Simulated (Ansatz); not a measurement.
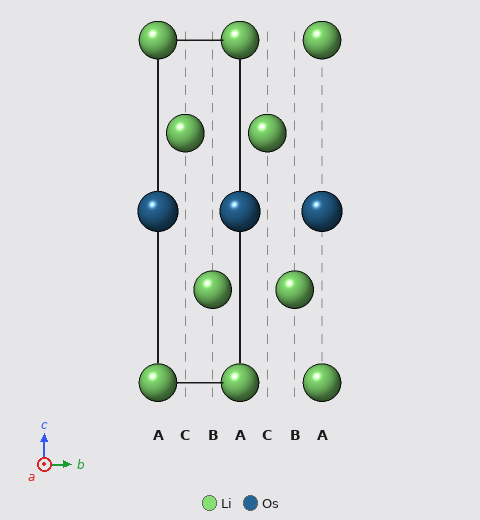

Projection along an edge of the hexagonal mesh, stacking direction c upwards. The dashed lines mark the three columns A (0, 0), B (1/3, 2/3) and C (2/3, 1/3). The sequence starts with the first layer at or above the cell's origin.

Li3Os: the geometry relaxed with DFT PBE, scalar-relativistic, plane waves, PAW (Ansatz 0.2.0); the starting structure was generated, so it need not be a known form of this composition.

**Read off the stacking sequence over one period.**

Li(A) – Li(B) – Os(A) – Li(C) (four layers in 9.71 Å).

Heights of the layers:

| layer | atoms (column) | height (Å) | to next (Å) |
| --- | --- | --- | --- |
| 1 | Li(A) | 0.00 | 2.64 |
| 2 | Li(B) | 2.64 | 2.22 |
| 3 | Os(A) | 4.85 | 2.22 |
| 4 | Li(C) | 7.07 | 2.64 |
